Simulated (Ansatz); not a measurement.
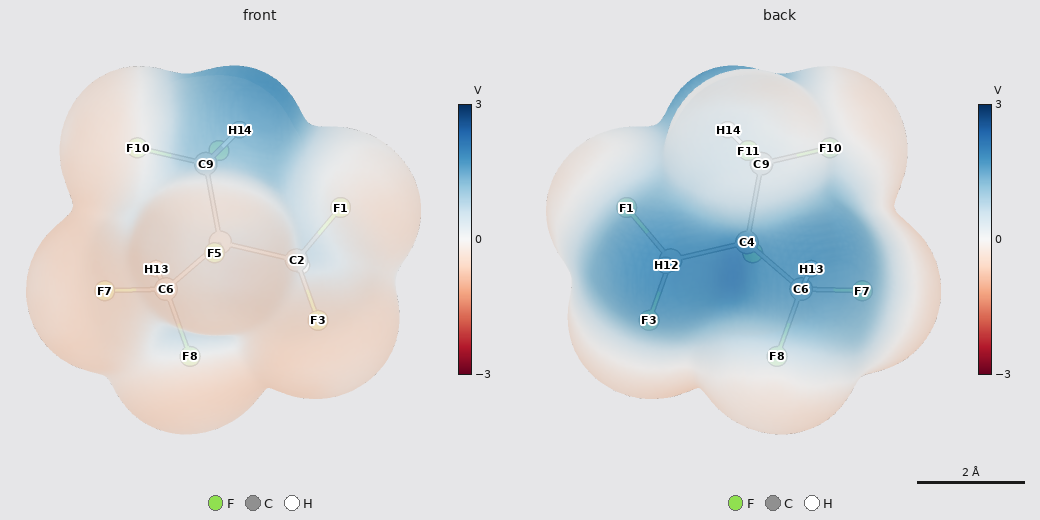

*C$_{4}$H$_{3}$F$_{7}$ (SMILES FC(F)C(F)(C(F)F)C(F)F). The electrostatic potential painted on the density surface at 0.002 e/bohr³, seen from the front and from behind; the colour scale runs from red (negative) to blue (positive).*

Geometry: PBE0-D4/def2-TZVP.

Method: RKS PBE0-D4/def2-TZVPP (Ansatz).

```yaml
atoms:
  - { symbol: F, position_ang: [-1.7873, -0.4395, 1.4431] }
  - { symbol: C, position_ang: [-1.3449, 0.3581, 0.4398] }
  - { symbol: F, position_ang: [-1.6371, 1.6221, 0.7701] }
  - { symbol: C, position_ang: [0.1774, 0.1892, 0.2980] }
  - { symbol: F, position_ang: [0.7853, 0.8207, 1.3404] }
  - { symbol: C, position_ang: [0.6779, 0.7712, -1.0353] }
  - { symbol: F, position_ang: [1.9905, 1.0293, -0.9525] }
  - { symbol: F, position_ang: [0.0431, 1.9298, -1.3170] }
  - { symbol: C, position_ang: [0.5276, -1.2999, 0.3958] }
  - { symbol: F, position_ang: [1.8312, -1.4999, 0.1418] }
  - { symbol: F, position_ang: [-0.1879, -1.9698, -0.5440] }
  - { symbol: H, position_ang: [-1.8776, 0.0863, -0.4761] }
  - { symbol: H, position_ang: [0.4991, 0.0719, -1.8591] }
  - { symbol: H, position_ang: [0.2896, -1.6986, 1.3839] }
```

> Where is the surface potential most negative and most positive?

The most negative region (about −0.6 V, or −14 kcal/mol for a unit charge) lies over F3, F5, F7 and F8, the most positive (about +2.0 V, or +46 kcal/mol for a unit charge) over C6 and H12.
